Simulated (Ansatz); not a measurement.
F₂Ge···HCl

The calculation's input:

```
crystal:
  periodic: [false, false, false]
  atoms:
    - { symbol: Ge, position_ang: [0.0, 0.0, 0.0] }
    - { symbol: Cl, position_ang: [1.3501, 0.0, 2.0083] }
    - { symbol: H, position_ang: [1.741, 0.0, 0.178] }
    - { symbol: F, position_ang: [-0.7913, 1.3709, -0.5594] }
    - { symbol: F, position_ang: [-0.7913, -1.3709, -0.5594] }
basis:
  gaussian: { orbitals: def2-SVP }
hamiltonian:
  xc: pbe
  dispersion: d4
relax:
  f_tol: 0.15
  max_steps: 25
  restrain:
    - { distance: [1, 2], at: 1.37, k: 30.0 }
    - { distance: [0, 1], at: 3.42, k: 30.0 }
    - { distance: [0, 2], at: 2.75, k: 30.0 }
output:
  orbitals: {}
```

Run with:

```sh
ansatz run input.yaml --threads 1 --pin off --max-ram 2048MiB --backend cpu --events-out ev --progress --plain --runs-dir out
```

The fields are those of the run's last geometry, not of the input's.

Not at a stationary point (largest force 1.1 eV/Å).

Method: RKS PBE-D4/def2-SVP in Ansatz.

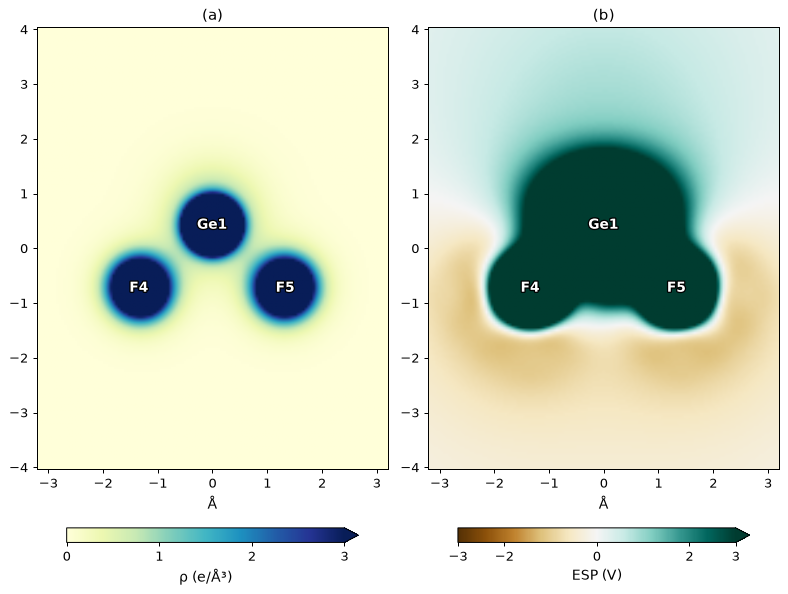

Figure 1. (a) electron density; (b) molecular electrostatic potential on the plane of atoms F4, Ge1 and F5.

What do the fields say about this system?

Answer.
- The plane passes through Ge and F nuclei.
- Ge–F (1.76 Å): ρ is about 0.86 e/Å³ halfway.
- Outside the dense part of the complex the potential is most negative (−1.2 V) near F4 and F5.

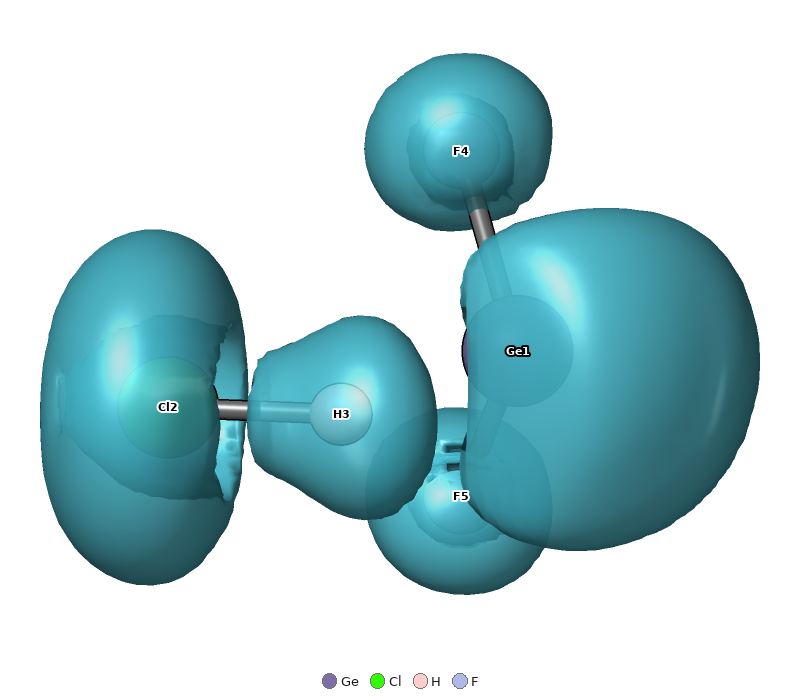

Figure 2. Isosurface of the ELF at 0.8 (cyan), seen at an oblique angle. Core shells and regions of very low density are left out.

Identify the bonds, lone pairs and shells in this picture.

Answer. The ELF exceeds this value in one region around a hydrogen nucleus, one lobe on Ge, pointing away from the bonds (lone pairs), one region wrapped around Cl (its valence shell) and two regions wrapped around F (the valence shell of each).


Ge1···H3 (2.75 Å): the ELF dips to about 0.05 between them. Ge–F (1.76 Å): the ELF peaks at about 0.80 in the valence shell of F, 0.5 Å from its nucleus, and is about 0.20 at the midpoint.

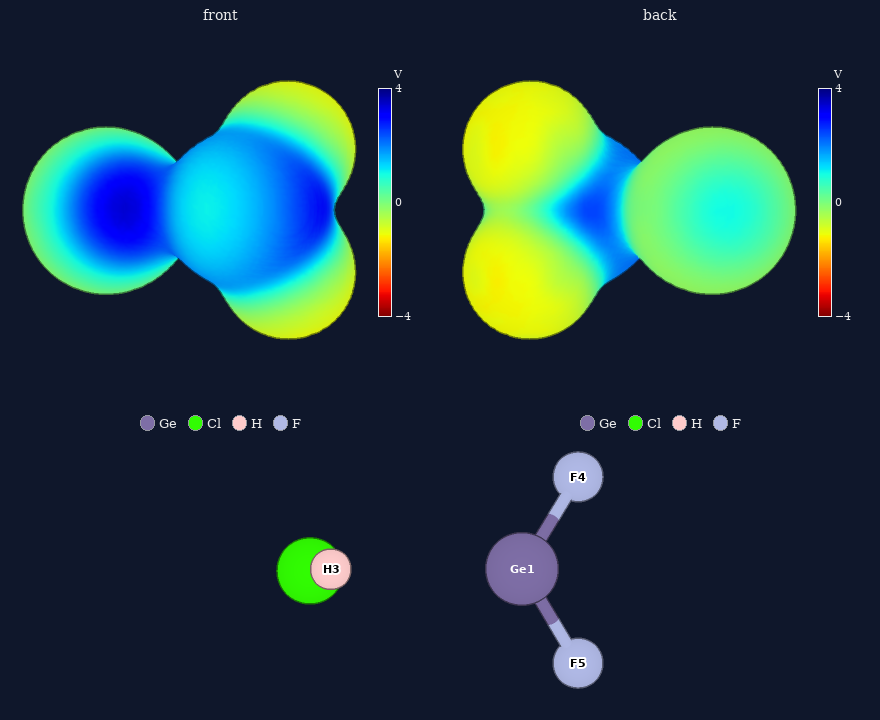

Figure 3. The molecular electrostatic potential painted on the density surface at 0.004 e/bohr³, seen from the front and from behind; red is negative and blue positive. The bare structure is drawn below in the same view.

Which sites attract a positive test charge, and which a negative one?

Answer. A positive charge is drawn to the negative regions and a negative charge to the positive ones. The most negative region (about −1.2 V) lies over F4 and F5, the most positive (about +3.3 V) over H3. Cl2 shows a σ-hole: about +1.0 V at the tip opposite its bond, against about −0.1 V on its flanks.
